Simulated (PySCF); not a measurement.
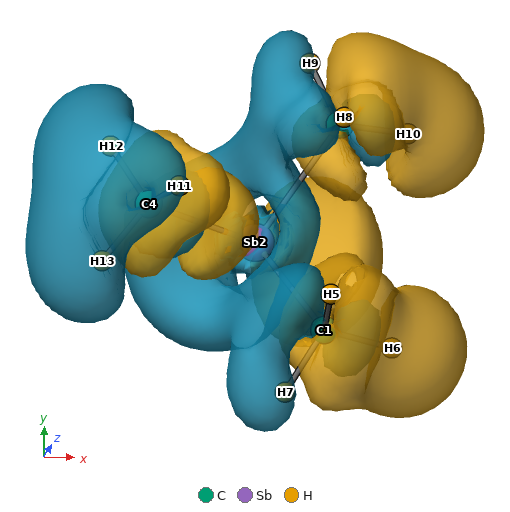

Figure. C3H9Sb, SMILES `C[Sb](C)C`. Change of the electron density in a uniform field of 0.21 V/Å, surfaces at ±0.001 e/Å³ (yellow: gain, teal: loss).

Level of theory: PBE/def2-TZVP (PySCF), at a geometry from GFN2-xTB. Core potentials replace the inner electrons of Sb; spin–orbit coupling isn't included. No frequency check shows the geometry to be a minimum. A basis without diffuse functions makes polarisabilities too small. GFN2-xTB bond lengths at metals and heavier atoms can be off by up to 0.1 Å and shapes distorted, which carries into these values.

The field was applied in both directions; the picture shows the one opposite to the script's first.

Question: Along which Cartesian direction does the field point?

Answer: Along −x: electrons gather on the +x side, against the field.

Question: How large is the response?

Answer: The induced dipole is 0.88 D (along the field); α along this axis, from the fields in both directions, is 86 bohr³ (12.8 Å³).
